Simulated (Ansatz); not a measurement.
Bands of a (10,0) GaN nanotube, along its axis.

Levels: PBE (plane waves to 420 eV, PAW; Ansatz, a first-principles code); PBE with spin-orbit coupling (Ansatz). Unmarked values and the geometry are of the first. Mesh 1×1×6. No spin polarisation. Periodic along z alone, with about 11 Å of vacuum beside it. A hypothetical model, rolled from the flat sheet. Symmetry and one short period hold its shape; lower forms weren't sought.

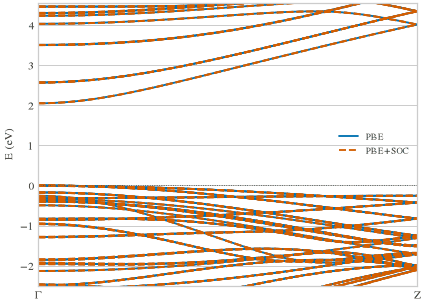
*Bands from the zone centre to the zone edge (period 5.54 Å); the dotted line marks the highest filled level of each set*

Question: Is it a metal or a semiconductor at this level? Give what the bands show.

Answer: A semiconductor in PBE.
- PBE gap: 2.05 eV, direct at Γ
- PBE+SOC gap at this geometry: 2.05 eV
